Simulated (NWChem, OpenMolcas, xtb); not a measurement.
A ladder of methods for GaH3O (GaH2(OH))

The species is GaH3O (5 atoms), meant as a singlet with charge 0. SMILES: `[H][Ga]([H])[OH]`. Geometry: a GFN2-xTB relaxation, a rough one for these elements and not checked as a minimum.

Each level gives the dipole moment (D). The values are calculated.

| level | kind | program | value (D) | CPU time |
| --- | --- | --- | --- | --- |
| GFN2-xTB | semi-empirical | xtb | 0.56 | under 2 s |
| GFN0-xTB | semi-empirical | xtb | 0.57 | under 2 s |
| GFN1-xTB | semi-empirical | xtb | 0.91 | under 2 s |
| HF/STO-3G | Hartree–Fock | OpenMolcas | 1.13 | 1.9 s |
| HF/STO-6G | Hartree–Fock | NWChem | 1.11 | 23 s |
| HF/3-21G | Hartree–Fock | OpenMolcas | 0.91 | 2 s |
| HF/def2-SVP | Hartree–Fock | OpenMolcas | 0.71 | 3.5 s |
| FT97/jorge-TZP | GGA | NWChem | 0.58 | 35 s |
| BLYP/cc-pVDZ | GGA | OpenMolcas | 0.97 | 12 s |
| B3LYP/6-31G* (spherical functions) | global hybrid | OpenMolcas | 0.86 | 9.6 s |

All-electron rows without a relativistic Hamiltonian named are non-relativistic. The values span 0.56 to 1.13 D. Magnitudes only: a small dipole may point the other way at some levels. Sets without polarisation functions give poor dipoles. Times are those of the runs behind each value, whatever else they computed, on shared processors of several kinds: orders of magnitude only.

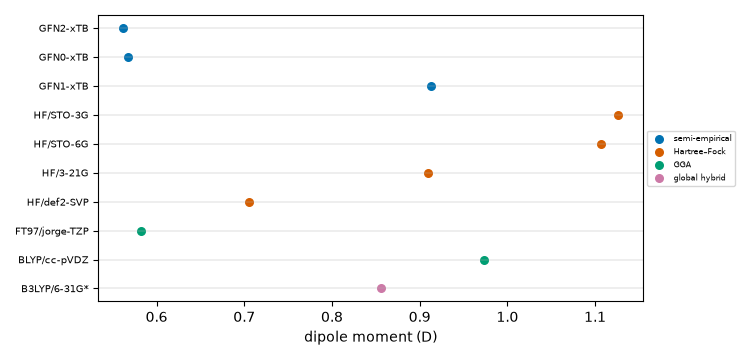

The values of the table, level by level.
